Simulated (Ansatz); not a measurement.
The figure comes from a scan of Al2Cu (Al2Cu type, space group I4/mcm): volume and axial ratio are varied about the relaxed values (subscript 0). The numbers are results of r2SCAN (plane waves to 500 eV, PAW, scalar-relativistic; Ansatz, an electronic-structure program), not measurements. k mesh 12×12×12 (Γ-centred), Fermi-Dirac smearing 0.05 eV. Compression counts positive. As the atoms are clamped, bonds stretch with the cell, which overstates energies and stresses. With partly filled bands, the response to shear is sensitive to the k mesh, so small differences along c/a are uncertain. Al2Cu is run without spin polarisation. Al2Cu was relaxed with its symmetry unable to fall. The PAW data are Ansatz's earlier set. 

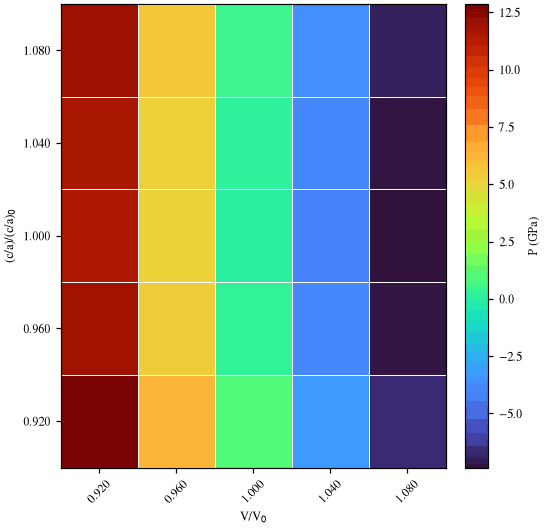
P (GPa), one tile a computed point.

Task: Read the plotted values off the figure, to the accuracy that the plot allows.

Result: To the nearest 2:

P (GPa), with V/V₀ across and (c/a)/(c/a)₀ down:

| (c/a)/(c/a)₀ \ V/V₀ | 0.920 | 0.960 | 1.000 | 1.040 | 1.080 |
|---|---|---|---|---|---|
| 0.920 | 12 | 6 | 0 | -4 | -6 |
| 0.960 | 12 | 6 | 0 | -4 | -8 |
| 1.000 | 12 | 6 | 0 | -4 | -8 |
| 1.040 | 12 | 6 | 0 | -4 | -8 |
| 1.080 | 12 | 6 | 0 | -4 | -6 |

(A scan under strain: stresses follow from slopes of the energy per volume, elastic moduli from its curvatures.)
